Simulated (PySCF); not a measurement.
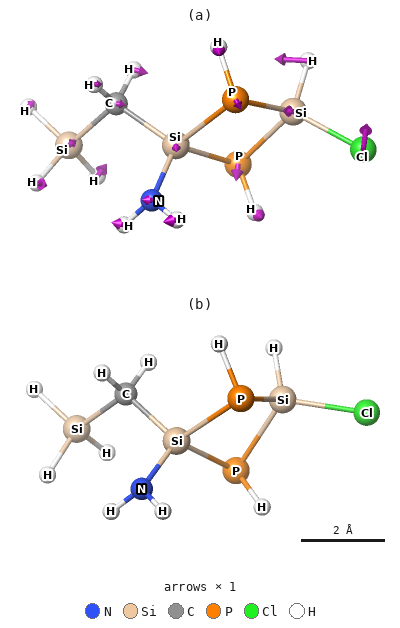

The structure of CH10ClNP2Si3 before (top) and after (bottom) a relaxation, at one scale. The purple arrows give the displacements, at their true length.

Style: ball-and-stick. Shown at a tilt.

The start comes from GFN2-xTB. Its atoms were then displaced at random by about 0.01 Å.

The calculation used PBE0-D3(BJ)/def2-SVP geometry optimisation, gas phase (PySCF). 

Summarise the run.

The Cl atom moves most after the best rigid fit: 0.96 Å. By element the largest moves are Cl 0.96 Å, H 0.89 Å, P 0.45 Å, Si 0.35 Å, N 0.28 Å, C 0.24 Å. Some distances before and after: H–P 1.364 → 1.435 Å, Cl–Si 2.030 → 2.073 Å, H–Si 1.450 → 1.493 Å, H–N 0.976 → 1.014 Å. Among the angles between lasting bonds that change: N–Si–P 104.7° → 109.5°, Si–P–H 93.7° → 89.2°, Si–P–H 95.0° → 99.1°. Groups turn about P–Si by about 20°, P–Si by about 20°. The energy falls by 26.2 kJ/mol in 15 geometry steps.
